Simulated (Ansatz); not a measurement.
C5H8 (2,3-pentadiene): a line through the functionals

C5H8 has 13 atoms, charge 0, and is taken as a singlet. SMILES: `CC=C=CC`. Geometry: relaxed at PBE0-D4/def2-TZVP.

The vertical energy of the triplet above the singlet y, in eV, basis 6-31G(d); a is the functional's share of exact exchange. Programs: Ansatz 0.2.0.

| functional | program | a | y (eV) |
| --- | --- | --- | --- |
| revPBE | Ansatz | 0 | 4.73 |
| BLYP | Ansatz | 0 | 4.82 |
| B3LYP | Ansatz | 0.2 | 4.76 |
| PBE0 | Ansatz | 0.25 | 4.65 |
| r2SCAN0 | Ansatz | 0.25 | ? |
| BHLYP | Ansatz | 0.5 | 4.60 |

**Question.** Fit y = c + s·a to the known rows and predict r2SCAN0.

**Answer.** 
1. Means of the 5 rows: a = 0.1900, y = 4.712.
2. Σ(Δa)² = 0.172, Σ(Δa·Δy) = -0.0619, so the slope is -0.0619/0.172 = -0.35988.
3. Intercept: 4.712 − (-0.35988) × 0.1900 = 4.780. The largest residual of the fit is 0.052.
4. r2SCAN0: 4.780 + (-0.35988) × 0.25 = 4.69 eV.

The run gave 4.41 eV, so the prediction is off by +0.28 eV, more than the scatter of the fit. Exact exchange favours the state with more unpaired electrons. The rows mix families of semi-local functionals, which the line can't see.

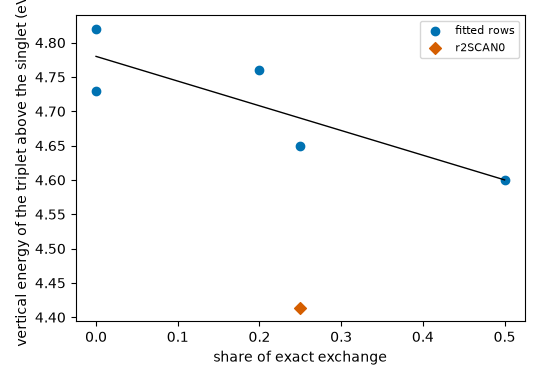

The fitted line, with the withheld row.
